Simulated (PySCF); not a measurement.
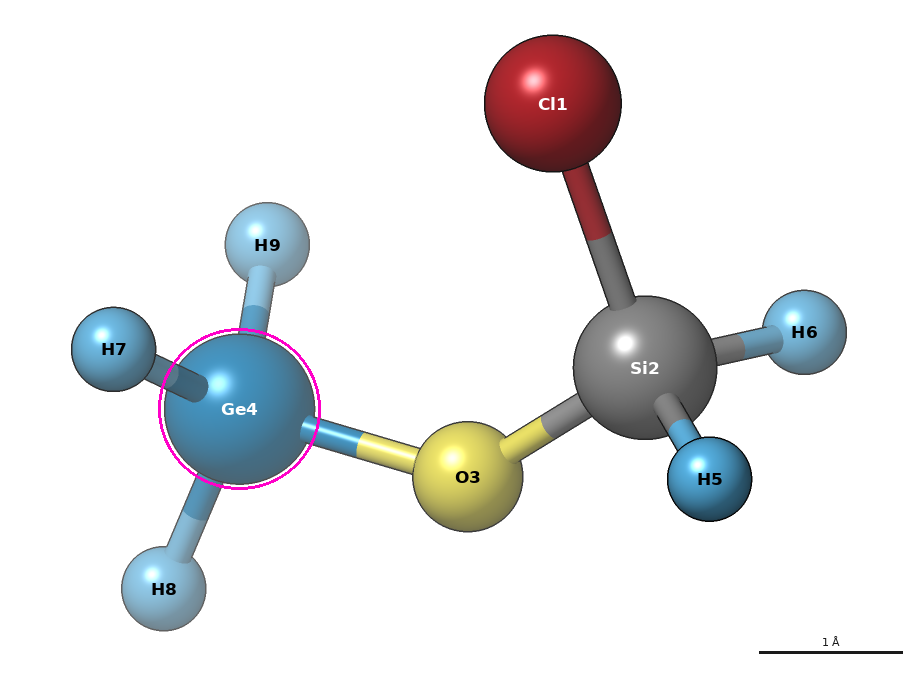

Orthographic view. Depth is shown by fading: the farther an atom, the more it takes the colour of the background. Computed geometry: PBE0-D3(BJ)/def2-SVP optimisation. No frequency run is at hand to confirm it as a minimum.

Which atoms are bonded to the circled atom?

The circled atom is Ge4; it is bonded to O3, H7, H8, H9.

What is the shortest path along bonds from the circled atom to H6?

Ge4–O3–Si2–H6, 3 bonds; through space the two are 4.03 Å apart.

Which atom is nearest the viewer?

H5, 1.8 Å in front of the mean position.

Of Ge4 and H7, which is nearer the viewer?

H7; the bond to Ge4 points away from the viewer, so it looks shorter than its 1.54 Å.
